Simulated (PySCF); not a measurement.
# C$_{4}$H$_{6}$ClFO (SMILES CO/C(=C/Cl)CF): what the fields show

```xyz
13

C    -1.8887    0.0209   -0.0951
O    -0.7847    0.8511   -0.4048
C     0.4712    0.4120   -0.1125
C     1.4384    1.3335   -0.0997
Cl    3.0976    0.9792    0.1449
C     0.7344   -1.0526    0.1161
F     0.1382   -1.5064    1.2727
H    -2.7669    0.6040   -0.3661
H    -1.9259   -0.2200    0.9696
H    -1.8795   -0.9051   -0.6765
H     1.2220    2.3717   -0.2876
H     0.3325   -1.6605   -0.7029
H     1.8070   -1.2275    0.2242
```

Geometry: GFN2-xTB.

Method: PBE0/pcSseg-1, SCF density, gas phase, non-relativistic (PySCF 2.14.0).

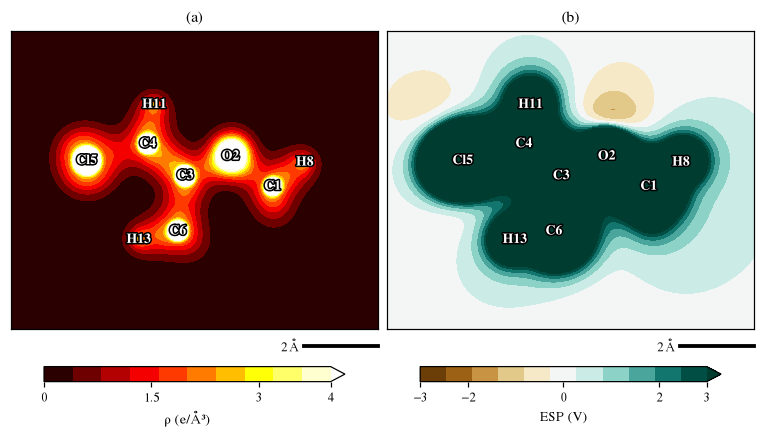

Figure 1. (a) total electron density; (b) electrostatic potential on the plane of atoms C3, C6 and H13.

### What does the map show?

- The plane passes through C, O, Cl and H nuclei.
- C–C (1.34 Å): ρ is about 2.3 e/Å³ halfway.
- C–O (1.36 Å): ρ is about 2.3 e/Å³ halfway, with its minimum of 2 e/Å³ about 0.5 Å from C.
- C–Cl (1.71 Å): ρ is about 1.5 e/Å³ halfway.
- C–H (1.08 Å): ρ is about 2.1 e/Å³ halfway.
- C–O (1.42 Å): ρ at the midpoint is about 2 e/Å³, with its minimum of 1.7 e/Å³ about 0.5 Å from C.
- Outside the dense part of the molecule the potential is most negative (−1.4 V) near O2.

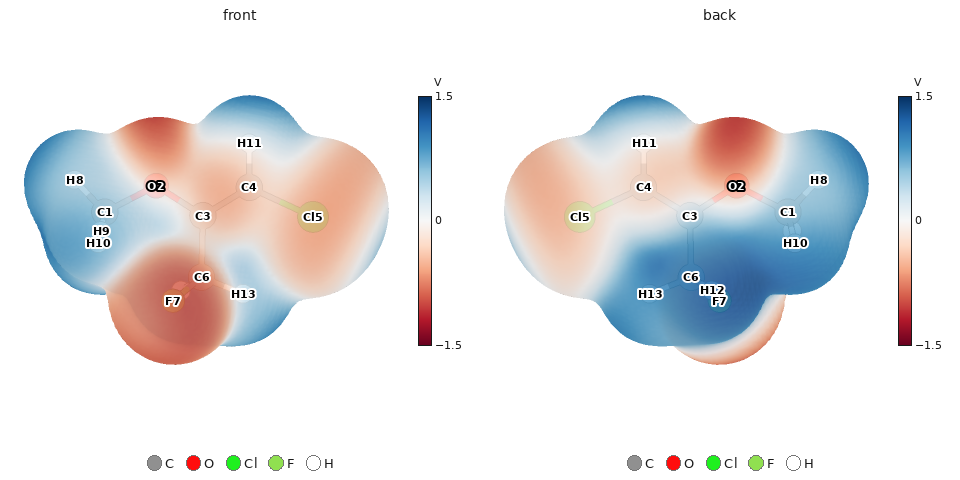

Figure 2. The electrostatic potential painted on the density surface at 0.002 e/bohr³, seen from the front and from behind; red is negative and blue positive.

### Describe the electrostatic potential map.

The most negative region (about −1.0 V) lies over O2, the most positive (about +1.2 V) over H10 and H12. Cl5 shows a σ-hole: about +0.5 V at the tip opposite its bond, against about −0.2 V on its flanks.

### What dipole moment does the calculation give?

Its dipole moment is 2.01 D.
